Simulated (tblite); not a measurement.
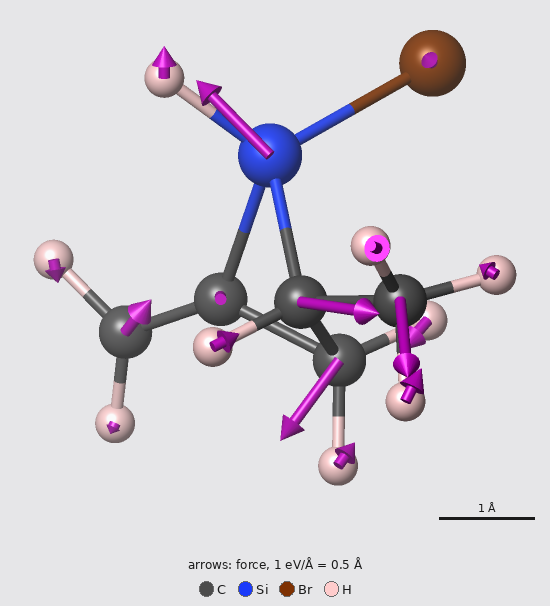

Starting geometry of C₅H₉BrSi with the computed forces as purple arrows. The picture is a ball-and-stick view, seen from a free direction.

The calculation used tblite 0.8.0, GFN2-xTB geometry optimisation, gas phase. 

Question: What follows when this structure is relaxed?

Answer: It isn't relaxed: the largest force vector, on a C atom, is 3.15 eV/Å. The final displacements have little in common with the starting forces (cosine between the two patterns 0.18). Over 105 geometry steps the energy falls by 1.287 eV. An H atom moves most after the best rigid fit: 1.49 Å. Largest moves by element: H 1.49 Å, Br 1.08 Å, C 0.86 Å, Si 0.48 Å. Near-neighbour distances that change, for instance: C–Si 1.836 → 1.920 Å, C–H 1.126 → 1.090 Å, C–Si 1.855 → 1.885 Å, C–C 1.494 → 1.521 Å. Bond angles that change, for instance: C–C–C 85.4° → 99.8°, Br–Si–H 118.5° → 105.2°, C–Si–H 112.8° → 122.8°. Groups turn about C–C by about 45°, C–C by about 45°, C–Si by about 40°.
